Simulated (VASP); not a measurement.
Band structure of Cd (hcp). Computed with SCAN meta-GGA, VASP's PBE PAW potentials (set 64) (plane waves; VASP).

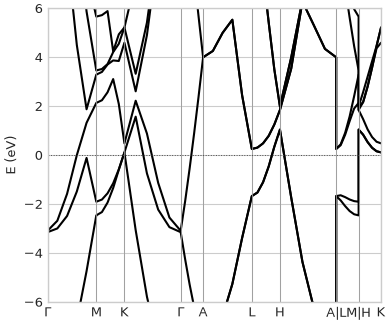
*Bands along high-symmetry lines, zero at the valence-band maximum or, without a gap, the Fermi level*

Problem. Read the plot: is there a gap, and where are the band edges?

Solution. It has no gap at this level: it comes out as a metal or semimetal.

The compound is Cd in the hcp structure. It was relaxed first.
